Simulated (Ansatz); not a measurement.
# Phonons of As (R-3m, 2 atoms in the cell) against volume

Aim: how do the optical modes of As (R-3m, 2 atoms in the cell) move with volume?

Method: DFT LDA, scalar-relativistic, plane waves, PAW; PAW set soft_1, in Ansatz 0.2.0.

The database entry behind the starting cell differs from later determinations by our own check (old inner coordinate), so it need not match the best structure at ambient conditions.

**1. Starting point**

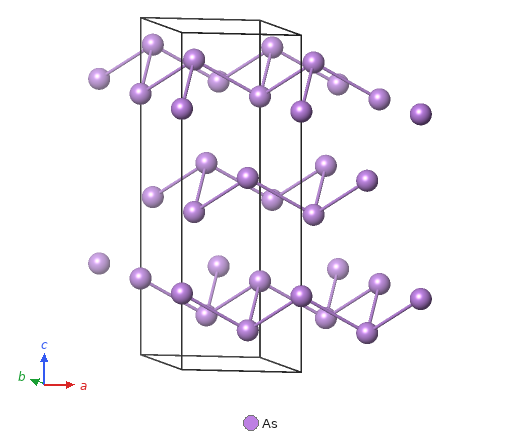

Start, viewed slightly off an axis; arsenic purple. 2×2×1 cells are drawn. This picture shows the conventional cell, with its axes. Bonds to atoms that aren't drawn are left out. Some periodic images of atoms are drawn too.

Coordinates:

```cif
data_structure
_symmetry_space_group_name_H-M 'R-3m:H'
_symmetry_Int_Tables_number 166
_cell_length_a 3.7616
_cell_length_b 3.7616
_cell_length_c 10.5422
_cell_angle_alpha 90.000
_cell_angle_beta 90.000
_cell_angle_gamma 120.000
_cell_volume 129.18
loop_
_atom_site_label
_atom_site_type_symbol
_atom_site_symmetry_multiplicity
_atom_site_Wyckoff_symbol
_atom_site_fract_x
_atom_site_fract_y
_atom_site_fract_z
_atom_site_occupancy
As1 As 6 c 0.00000 0.00000 0.77400 1
```

**2. Bringing the structure to rest**

The cell and atoms are relaxed, since residual forces and stress would shift the frequencies.

The input, input.yaml:

```yaml
crystal:
  lattice:
    - [1.8807968987, 1.0858785957, 3.5140619945]
    - [-1.8807968987, 1.0858785957, 3.5140619945]
    - [0.0, -2.1717571915, 3.5140619945]
  atoms:
    - { symbol: As, position: [0.774, 0.774, 0.774] }
    - { symbol: As, position: [0.226, 0.226, 0.226] }
kpoints:
  mp_grid: { grid: [15, 15, 15] }
hamiltonian:
  xc: lda
  pseudopotentials: { kind: paw, azcp: { folder: soft_1 }, xc_functional: pbe }
scf:
  occupations: { method: gaussian, width: 0.1 }
output:
  forces: true
  stress: true
  eigenvalues: true
  write_density: true
  write_potential: true
  elf: true
  volumetric_format: npy
relax:
  adjacent_minimum: "off"
  f_tol: 0.005
  max_steps: 80
  cell: { stress_tol: 0.05 }
```

The run is started by

```
$ ansatz run input.yaml --threads 4 --pin off --max-ram 10240MiB --backend cpu --events-out ev --progress --plain --runs-dir out
```

Numbers of over 12 decimals in the logs are rounded to 6 here.

The log of the run:

```text
Engine: ansatz 0.2.0, x86_64-unknown-linux-gnu
Pseudopotentials: kind: paw
Pseudopotential: As, paw, valence charge 15, recommended cutoff 420 eV (normal), soft_1/As.paw.azcp
Functional definition: SPW92
  exchange = slater_x
  correlation = pw_c
Crystal: 2 atoms, lattice volume = 43.061 Å³
Basis set: ecut = 420 eV, 845 PW (Γ)
Bands: 19, of which v1, the nominal top of the filled ones, is band 15 counted from 1 (14 counted from 0)
Symmetry: 12 space group operations
Space group: R-3m (ITA 166), of the structure as read, at distance tolerance 3.5e-5 Å
k-points: 344 of 3375
Non-local potential: As, projectors of the file, l = 0: 2, l = 1: 2, l = 2: 3, l = 3: 1
PAW form: soft (Blöchl's): semilocal exchange-correlation on the pseudo side does not see the compensation charge
PAW frozen core: As, regenerated for the run's functional, and the local potential with it (the file was generated under x = pbe(κ = 0.804, μ = 0.219515), c = pbe(β = 0.066725))
PAW one-centre angular grid: As, 590 points (default); XC on 64 Gauss nodes
Initial density: superposition of atomic densities (chi_scale 0.1, normalization cell)
Initial wavefunctions: pseudopotential atomic-orbital guess
Functional: x = slater, c = lda
SCF iter   1: F=—  HF=-9547.369007 eV  |F-HF|=—  |Δ(HF+E_count)|=         —  Δρ=2.39e-2  dr2=1.73e-1  ethr=3.10e-3  ⟨swp⟩=5.2  Hψ=30681  notcnv=0
preconditioner: auto → Kerker (q_TF=auto, 2.569 Å⁻¹)  [metal: Δε(μ)=0.028 eV  Ē_g=10.281 eV  σ=0.100 eV  W_gap=0.16  n_scr=14 (ndim 8)  ℏωp=17.9 eV  f_vac=0.000  D(μ)=0.16/eV (n_scr^D=0)]
SCF iter   2: F=—  HF=-9547.343693 eV  |F-HF|=—  |Δ(HF+E_count)|=   2.53e-2  Δρ=1.50e-2  dr2=7.46e-2  ethr=5.75e-4  ⟨swp⟩=2.0  Hψ=10494  notcnv=0
SCF iter   3: F=—  HF=-9547.326339 eV  |F-HF|=—  |Δ(HF+E_count)|=   1.74e-2  Δρ=2.11e-3  dr2=2.44e-3  ethr=2.49e-4  ⟨swp⟩=3.0  Hψ=9641  notcnv=0
SCF iter   4: F=—  HF=-9547.325940 eV  |F-HF|=—  |Δ(HF+E_count)|=   3.99e-4  Δρ=8.76e-4  dr2=3.90e-4  ethr=8.12e-6  ⟨swp⟩=2.0  Hψ=11796  notcnv=0
SCF iter   5: F=—  HF=-9547.325686 eV  |F-HF|=—  |Δ(HF+E_count)|=   2.54e-4  Δρ=3.82e-4  dr2=6.02e-5  ethr=1.30e-6  ⟨swp⟩=2.0  Hψ=10145  notcnv=0
SCF iter   6: F=—  HF=-9547.325706 eV  |F-HF|=—  |Δ(HF+E_count)|=   1.97e-5  Δρ=8.77e-5  dr2=2.50e-6  ethr=2.01e-7  ⟨swp⟩=2.0  Hψ=11690  notcnv=0
SCF iter   7: F=—  HF=-9547.325704 eV  |F-HF|=—  |Δ(HF+E_count)|=   1.81e-6  Δρ=2.54e-5  dr2=1.31e-7  ethr=8.35e-9  ⟨swp⟩=2.0  Hψ=11700  notcnv=0
SCF iter   8: F=-9547.325704 eV  HF=-9547.325704 eV  |F-HF|=1.09e-9  |Δ(HF+E_count)|=   8.73e-8  Δρ=4.62e-6  dr2=1.03e-8  ethr=3.33e-10  ⟨swp⟩=8.6  Hψ=43764  notcnv=0
SCF 1 converged in 8 iterations: F = -9547.325704 eV  dr2 = 1.03e-8
  greatest PAW one-centre occupation: 0.999 electrons in one spin orbital (limit 2), on the As atom at site 1 (counted from 0), in its partial waves of l = 2
relax step   1: F+E_penalty+E_count = -9547.32570426 eV  Δ(F+E_penalty+E_count) = +0.000e0 eV  max|allowed force component| = 2.539e-1 eV/Å  Δτ_max = 0.0000 Å  P = -1.269 GPa  Ω = 43.061 Å³  (8 SCF iters, dr2 threshold 1.00e-7 eV, accepted)
Crystal: 2 atoms, lattice volume = 39.720 Å³
Basis set: ecut = 420 eV, 773 PW (Γ)
Initial density: handed on by an earlier stage of this run
Initial wavefunctions: those handed on with the density
iter 1 solved again at ethr=1.47e-5 eV; its pass at ethr=3.10e-3 eV (dr2=4.40e-3 eV) is discarded
SCF iter   1: F=—  HF=-9547.334219 eV  |F-HF|=—  |Δ(HF+E_count)|=         —  Δρ=4.97e-3  dr2=4.39e-3  ethr=1.47e-5  ⟨swp⟩=2.0  Hψ=41730  notcnv=0
preconditioner: auto → Kerker (q_TF=auto, 2.604 Å⁻¹)  [metal: Δε(μ)=0.019 eV  Ē_g=10.538 eV  σ=0.100 eV  W_gap=0.10  n_scr=14 (ndim 8)  ℏωp=18.6 eV  f_vac=0.000  D(μ)=0.25/eV (n_scr^D=0)]
SCF iter   2: F=—  HF=-9547.333574 eV  |F-HF|=—  |Δ(HF+E_count)|=   6.45e-4  Δρ=2.75e-3  dr2=1.54e-3  ethr=1.46e-5  ⟨swp⟩=1.0  Hψ=6538  notcnv=0
SCF iter   3: F=—  HF=-9547.333491 eV  |F-HF|=—  |Δ(HF+E_count)|=   8.26e-5  Δρ=5.85e-4  dr2=8.43e-5  ethr=5.14e-6  ⟨swp⟩=2.0  Hψ=11841  notcnv=0
SCF iter   4: F=—  HF=-9547.333494 eV  |F-HF|=—  |Δ(HF+E_count)|=   2.64e-6  Δρ=2.39e-4  dr2=1.57e-5  ethr=2.81e-7  ⟨swp⟩=3.0  Hψ=11779  notcnv=0
SCF iter   5: F=—  HF=-9547.333491 eV  |F-HF|=—  |Δ(HF+E_count)|=   3.11e-6  Δρ=1.00e-4  dr2=3.40e-6  ethr=5.23e-8  ⟨swp⟩=2.1  Hψ=11461  notcnv=0
SCF iter   6: F=—  HF=-9547.333491 eV  |F-HF|=—  |Δ(HF+E_count)|=   2.23e-7  Δρ=3.50e-5  dr2=7.16e-7  ethr=1.13e-8  ⟨swp⟩=2.0  Hψ=10884  notcnv=0
SCF iter   7: F=-9547.333491 eV  HF=-9547.333491 eV  |F-HF|=3.42e-9  |Δ(HF+E_count)|=   1.41e-7  Δρ=9.65e-6  dr2=3.78e-8  ethr=6.67e-10  ⟨swp⟩=9.0  Hψ=50895  notcnv=0
SCF 2 converged in 7 iterations: F = -9547.333491 eV  dr2 = 3.78e-8
relax step   2: F+E_penalty+E_count = -9547.33349056 eV  Δ(F+E_penalty+E_count) = -7.786e-3 eV  max|allowed force component| = 1.813e-1 eV/Å  Δτ_max = 0.0674 Å  P = +1.752 GPa  Ω = 39.720 Å³  energy of the carried Pulay correction = +7.639e-4 eV  (7 SCF iters, dr2 threshold 2.00e-7 eV, accepted)
Crystal: 2 atoms, lattice volume = 40.974 Å³
Basis set: ecut = 420 eV, 809 PW (Γ)
iter 1 solved again at ethr=1.87e-6 eV; its pass at ethr=3.10e-3 eV (dr2=5.61e-4 eV) is discarded
SCF iter   1: F=—  HF=-9547.349682 eV  |F-HF|=—  |Δ(HF+E_count)|=         —  Δρ=1.59e-3  dr2=6.12e-4  ethr=1.87e-6  ⟨swp⟩=2.0  Hψ=43405  notcnv=0
preconditioner: auto → Kerker (q_TF=auto, 2.590 Å⁻¹)  [metal: Δε(μ)=0.066 eV  Ē_g=10.399 eV  σ=0.100 eV  W_gap=0.34  n_scr=14 (ndim 8)  ℏωp=18.3 eV  f_vac=0.002  D(μ)=0.13/eV (n_scr^D=0)]
SCF iter   2: F=—  HF=-9547.349608 eV  |F-HF|=—  |Δ(HF+E_count)|=   7.40e-5  Δρ=9.36e-4  dr2=2.54e-4  ethr=1.87e-6  ⟨swp⟩=1.0  Hψ=6536  notcnv=0
SCF iter   3: F=—  HF=-9547.349591 eV  |F-HF|=—  |Δ(HF+E_count)|=   1.67e-5  Δρ=2.05e-4  dr2=1.38e-5  ethr=8.46e-7  ⟨swp⟩=2.9  Hψ=11469  notcnv=0
SCF iter   4: F=—  HF=-9547.349590 eV  |F-HF|=—  |Δ(HF+E_count)|=   9.95e-7  Δρ=8.93e-5  dr2=3.40e-6  ethr=4.61e-8  ⟨swp⟩=2.2  Hψ=11368  notcnv=0
SCF iter   5: F=—  HF=-9547.349590 eV  |F-HF|=—  |Δ(HF+E_count)|=   5.52e-7  Δρ=3.69e-5  dr2=3.55e-7  ethr=1.13e-8  ⟨swp⟩=2.0  Hψ=10662  notcnv=0
SCF iter   6: F=-9547.349590 eV  HF=-9547.349590 eV  |F-HF|=2.04e-9  |Δ(HF+E_count)|=   1.93e-8  Δρ=8.86e-6  dr2=3.41e-8  ethr=6.67e-10  ⟨swp⟩=10.0  Hψ=52068  notcnv=0
SCF 3 converged in 6 iterations: F = -9547.349590 eV  dr2 = 3.41e-8
relax step   3: F+E_penalty+E_count = -9547.34958960 eV  Δ(F+E_penalty+E_count) = -1.610e-2 eV  max|allowed force component| = 5.792e-2 eV/Å  Δτ_max = 0.0218 Å  P = -0.061 GPa  Ω = 40.974 Å³  energy of the carried Pulay correction = +4.701e-4 eV  (6 SCF iters, dr2 threshold 2.00e-7 eV, accepted)
[...]
relax step   4: F+E_penalty+E_count = -9547.35151354 eV  Δ(F+E_penalty+E_count) = -1.924e-3 eV  max|allowed force component| = 2.247e-2 eV/Å  Δτ_max = 0.0005 Å  P = -0.118 GPa  Ω = 40.874 Å³  energy of the carried Pulay correction = +4.931e-4 eV  (5 SCF iters, dr2 threshold 2.00e-7 eV, accepted)
[...]
relax step   5: F+E_penalty+E_count = -9547.35163870 eV  Δ(F+E_penalty+E_count) = -1.252e-4 eV  max|allowed force component| = 4.011e-3 eV/Å  Δτ_max = 0.0025 Å  P = +0.008 GPa  Ω = 40.757 Å³  energy of the carried Pulay correction = +5.202e-4 eV  (4 SCF iters, dr2 threshold 6.09e-8 eV, accepted)
Initial wavefunctions: pseudopotential atomic-orbital guess (no wavefunctions were taken with the density)
iter 1 solved again at ethr=3.08e-8 eV; its pass at ethr=3.10e-3 eV (dr2=9.25e-6 eV) is discarded
SCF iter   1: F=—  HF=-9547.351222 eV  |F-HF|=—  |Δ(HF+E_count)|=         —  Δρ=6.09e-5  dr2=3.53e-7  ethr=3.08e-8  ⟨swp⟩=2.7  Hψ=47205  notcnv=0
SCF iter   2: F=—  HF=-9547.351222 eV  |F-HF|=—  |Δ(HF+E_count)|=   5.48e-8  Δρ=3.61e-5  dr2=1.62e-7  ethr=1.18e-9  ⟨swp⟩=2.0  Hψ=10009  notcnv=0
SCF iter   3: F=—  HF=-9547.351222 eV  |F-HF|=—  |Δ(HF+E_count)|=   7.91e-9  Δρ=9.50e-6  dr2=1.73e-8  ethr=5.41e-10  ⟨swp⟩=1.0  Hψ=6536  notcnv=0
SCF iter   4: F=—  HF=-9547.351222 eV  |F-HF|=—  |Δ(HF+E_count)|=   1.00e-8  Δρ=2.17e-6  dr2=1.59e-9  ethr=5.77e-11  ⟨swp⟩=2.0  Hψ=10008  notcnv=0
SCF iter   5: F=—  HF=-9547.351222 eV  |F-HF|=—  |Δ(HF+E_count)|=  5.40e-10  Δρ=4.39e-7  dr2=1.38e-10  ethr=5.31e-12  ⟨swp⟩=2.0  Hψ=11698  notcnv=0
SCF iter   6: F=-9547.351222 eV  HF=-9547.351222 eV  |F-HF|=5.46e-12  |Δ(HF+E_count)|=    0.00e0  Δρ=1.41e-7  dr2=1.29e-11  ethr=1.00e-12  ⟨swp⟩=5.3  Hψ=28319  notcnv=0
SCF 6 converged in 6 iterations: F = -9547.351222 eV  dr2 = 1.29e-11
relax step   6: F+E_penalty+E_count = -9547.35122226 eV  Δ(F+E_penalty+E_count) = +4.164e-4 eV  max|allowed force component| = 4.177e-3 eV/Å  Δτ_max = 0.0000 Å  P = +0.003 GPa  Ω = 40.757 Å³  stress off target by 3.14e-3 GPa  SCF on the basis re-selected at this cell (its energy is not comparable with the rows above)  (6 SCF iters)
basis re-selected at this cell: Δ(F+E_penalty+E_count) = +4.164e-4 eV, ΔP = -0.006 GPa vs the last step (what re-selecting the basis moved, of the pressure what is left beyond the Pulay correction that the steps carried, after the strain that the cell walked since its last selection, with what the two solves' SCF thresholds leave and, on support functions, any second-order correction that the steps lacked; it is no measure of the basis error at this ecutwfc). The dense FFT grid was sized anew with the basis: this SCF ran on 27×27×27 points, the steps before it on 30×30×30, so part of this shift can come from that change (see relax.cell in the input reference). [rest of the remark cut]
SCF converged after 6 iterations
Free energy (F): -9547.351222 eV
Harris-Foulkes:  -9547.351222 eV  (|F-HF|=5.46e-12)
Internal energy: -9547.350641 eV  (E = F + TS)
E sigma→0 (E₀):  -9547.350931 eV
Entropy (-TS):   -0.000582 eV (-0.291 meV/atom)
Fermi energy:    10.720416 eV
--- Per-component energies (eV) ---
  E_band       = -471.562505
  E_kinetic    = 195.187272
  E_local      = -3747.545938  (includes V_loc(G=0)·N_el)
  E_nonlocal   = -778.518742
  E_hartree    = 2122.090258
  E_xc         = -140.674282
  E_vxc        = -148.207923  (∫ρ·V_xc dr)
  E_paw        = -3864.492102  (= ΣΔE_a)
  E_vpaw       = -236.657611  (= ΣTr[D̂ρ^β])
  E_aug_tail   = -0.000013  (compensation charges beyond the density's cutoff)
  E_ewald      = -3337.547553
  E_core_change = 4.150458  (= ΣΔE_core)
  E_smearing   = -0.000582  (= −TS)
  E_closure    = 0.000000  (closes the sum)
  Σ components = -9547.351222   (vs F -9547.351222, Δ=0.00e0)
--- Forces (eV/Å), atoms counted from 1 ---
  atom   1  As     0.00000000     0.00000000    -0.00417700
  atom   2  As    -0.00000000    -0.00000000     0.00417700
  max |Σ_I F_I| component: 1.16e-18 eV/Å
--- Stress (GPa, compression-positive) ---
        0.003136       0.000000      -0.000000
        0.000000       0.003136       0.000000
       -0.000000       0.000000       0.001463
  P = ⅓ Tr σ = 0.0026 GPa (0.026 kbar)
--- Band table (eV; the first three rows and the last of 344) ---
  k-point 0: bands = [... 11 lower, 5.1615, 8.3200, 8.6045, 8.6045, 12.8766, 13.8918, 13.8918, 17.2356]
  k-point 1: bands = [... 11 lower, 4.8866, 8.3438, 8.5751, 8.6680, 12.9269, 13.7434, 13.7866, 16.8810]
  k-point 2: bands = [... 11 lower, 4.1877, 8.3106, 8.4970, 8.8918, 12.8986, 13.3921, 13.4681, 16.4144]
  k-point 343: bands = [... 11 lower, 0.2183, 8.0710, 8.7779, 10.3530, 11.0782, 11.2950, 12.9540, 19.0001]
--- Relaxed structure (5 steps of the walk, 5 accepted, 1 SCFs on fresh bases) ---
  F+E_penalty+E_count = -9547.35122226 eV   max|allowed force component| = 4.177e-3 eV/Å   (the final SCF, on the basis selected at the relaxed cell)
  cell:  # Å, volume = 40.7570 Å³
    - [1.879923, 1.085374, 3.329135]
    - [-1.879923, 1.085374, 3.329135]
    - [0, -2.170749, 3.329135]
  atoms:
    - { symbol: As, position: [0.769485, 0.769485, 0.769485] }
    - { symbol: As, position: [0.230515, 0.230515, 0.230515] }
```

The job ended after 21 s (4 threads of AMD EPYC 7B13 (Zen 3), shared host; peak memory 0.59 GiB).

Relaxation path:

| step | energy less that of the first step (eV) | largest force component (eV/Å) | pressure (GPa) | volume (Å³) |
| --- | --- | --- | --- | --- |
| 1 | 0.0000 | 0.2539 | -1.27 | 43.06 |
| 2 | -0.0078 | 0.1813 | 1.75 | 39.72 |
| 3 | -0.0239 | 0.0579 | -0.06 | 40.97 |
| 4 | -0.0258 | 0.0225 | -0.12 | 40.87 |
| 5 | -0.0259 | 0.0040 | 0.01 | 40.76 |
| 6* | -0.0255 | 0.0042 | 0.00 | 40.76 |

Relaxation steps marked * repeat the geometry before them on a plane-wave basis chosen anew for their cell, so energy and pressure can jump there.

The run keeps the 12 symmetry operations that it works with, so distortions that break them were not tested.

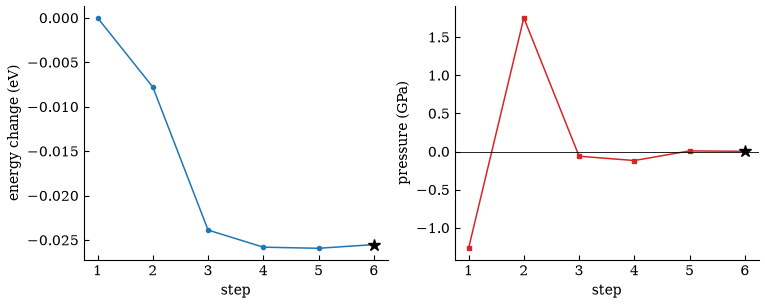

Energy and pressure along the relaxation. Stars mark steps on a basis chosen anew.

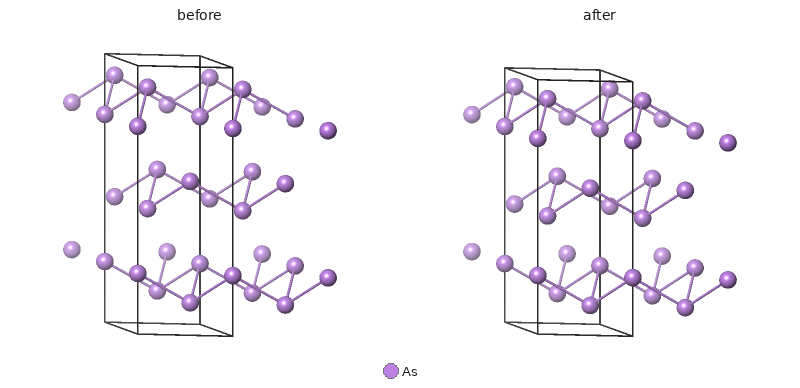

Before and after, at one scale. Bonds to atoms that aren't drawn are left out.

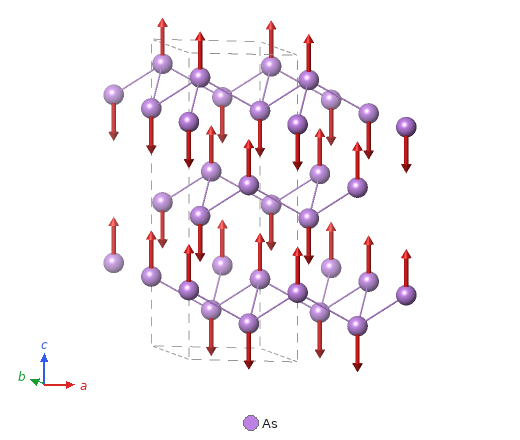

Displacements in the relaxation, exaggerated, measured against the changing cell; the longest in the cell stands for 0.05 Å. Bonds to atoms that aren't drawn are left out. 2×2×1 conventional cells are drawn. Some periodic images of atoms are drawn too.

| conventional cell, symmetrised | before | after | change |
| --- | --- | --- | --- |
| a (Å) | 3.762 | 3.760 | -0.0 % |
| b (Å) | 3.762 | 3.760 | -0.0 % |
| c (Å) | 10.542 | 9.987 | -5.3 % |
| volume (Å³/atom) | 21.53 | 20.38 | -5.4 % |

The atoms that moved most (Å, as changes of fractional coordinates times the final cell):

| atom | dx | dy | dz | length |
| --- | --- | --- | --- | --- |
| As1 | 0.000 | 0.000 | -0.045 | 0.045 |
| As2 | 0.000 | 0.000 | 0.045 | 0.045 |

Final coordinates:

```xyz
2
Lattice="1.8799 1.0854 3.3291 -1.8799 1.0854 3.3291 0.0000 -2.1707 3.3291" Properties=species:S:1:pos:R:3 pbc="T T T"
As    0.0000    0.0000    7.6852
As    0.0000    0.0000    2.3022
```

Numbers from this step:

```
pressure          : 0.002578 GPa
volume per atom   : 20.38 Å³
gap on the k-mesh : 0 eV
```

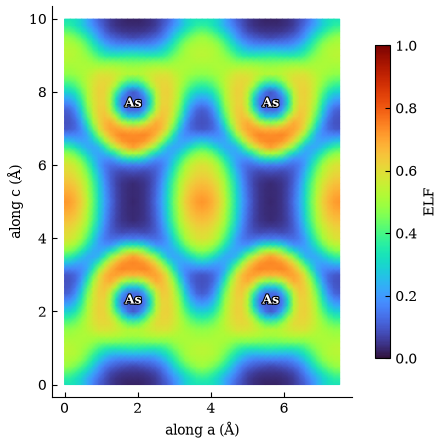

ELF in the ac plane of the conventional cell at fractional y = 0.000, with atoms of As within 0.2 Å of it. It is the smooth field of the valence electrons, not physical close to the nuclei. The map starts off the cell's origin, so that atoms lie inside it.

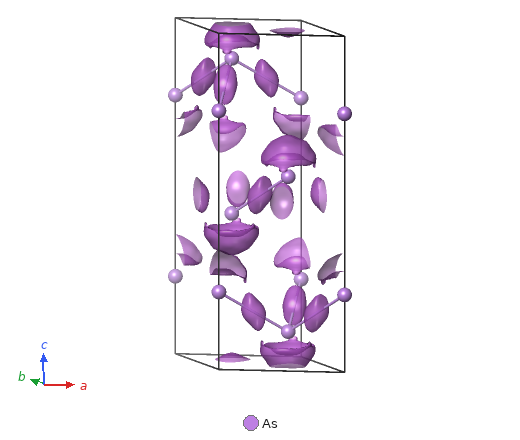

Surface of ELF = 0.66. Bonds to atoms that aren't drawn are left out.

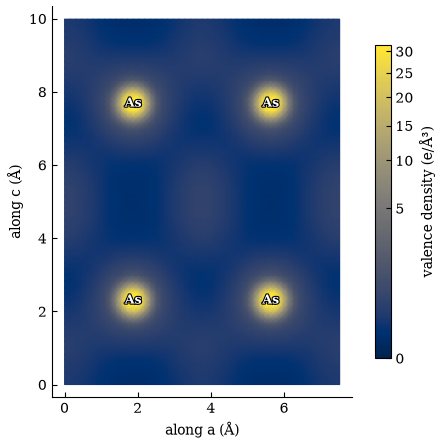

Valence density in the ac plane of the conventional cell at fractional y = 0.000, with atoms of As within 0.2 Å of it. It is the smooth field of the valence electrons, not physical close to the nuclei. The map starts off the cell's origin, so that atoms lie inside it. The colour scale is stretched toward low values.

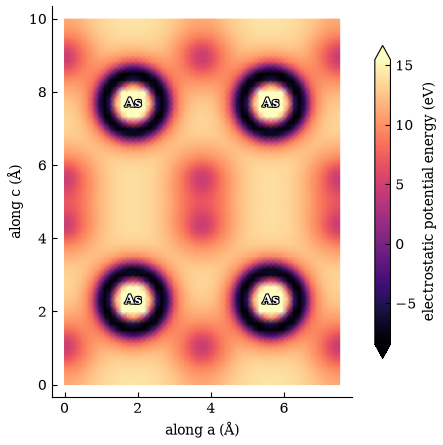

Electrostatic potential energy in the ac plane of the conventional cell at fractional y = 0.000, with atoms of As within 0.2 Å of it. With pseudopotentials it is smooth inside the atoms' cores, unlike the true potential. The map starts off the cell's origin, so that atoms lie inside it.

In this step the volume went from 21.53 to 20.38 Å³/atom.

**3. Tight relaxation**

Phonons need small forces and stress, so the relaxation is finished with tight tolerances on 15×15×15 k points.

input.yaml, the sections that differ from step 2:

```yaml
crystal:
  lattice:
    - [1.8799234713, 1.0853743222, 3.3291350686]
    - [-1.8799234713, 1.0853743222, 3.3291350686]
    - [0.0, -2.1707486444, 3.3291350686]
  atoms:
    - { symbol: As, position: [0.7694852617, 0.7694852617, 0.7694852617] }
    - { symbol: As, position: [0.2305147383, 0.2305147383, 0.2305147383] }
scf:
  occupations: { method: methfessel_paxton, width: 0.2 }
output:
  forces: true
  stress: true
  eigenvalues: true
relax:
  adjacent_minimum: "off"
  f_tol: 0.001
  max_steps: 60
  cell: { stress_tol: 0.01 }
# kpoints, hamiltonian: as in step 2
```

The log of the run:

```text
[...]
Crystal: 2 atoms, lattice volume = 40.757 Å³
Basis set: ecut = 420 eV, 773 PW (Γ)
Bands: 19, of which v1, the nominal top of the filled ones, is band 15 counted from 1 (14 counted from 0)
Symmetry: 12 space group operations
[...]
k-points: 344 of 3375
[...]
k-point 343: bands = [... 11 lower, 0.2184, 8.0745, 8.7815, 10.3529, 11.0795, 11.2939, 12.9537, 19.0094]
--- Relaxed structure (3 steps of the walk, 3 accepted, 1 SCFs on fresh bases) ---
[...]
cell:  # Å, volume = 40.7465 Å³
    - [1.880160, 1.085511, 3.327437]
    - [-1.880160, 1.085511, 3.327437]
    - [0, -2.171022, 3.327437]
  atoms:
    - { symbol: As, position: [0.769437, 0.769437, 0.769437] }
    - { symbol: As, position: [0.230563, 0.230563, 0.230563] }
[key lines of the parts left out:]
SCF converged after 5 iterations
Free energy (F): -9547.350687 eV
Fermi energy:    10.722905 eV
P = ⅓ Tr σ = -0.0043 GPa (-0.043 kbar)
```

Run time: 11 s. Hardware: 4 threads; peak memory 0.58 GiB.

Little changed from the start: no atom moved by 0.005 Å and no cell edge by 0.1 %.

This step gave:

```yaml
pressure: -0.004279 GPa
volume_per_atom: 20.37 Å³
```

The largest force component left is 0.021 meV/Å and the pressure is -0.004 GPa, within the tolerances set. The cell now holds 20.37 Å³/atom.

[end of part 1 of 2]

[Logs are printed without paths, hosts, clocks, repeated set-up lines and the standing remarks that a program may print on its own settings, such as how far it seeks lower states.]

[Hosts, paths, dates, database ids (printed as entryN), source tags and the programs' standing remarks are cut or masked in the printed files.]
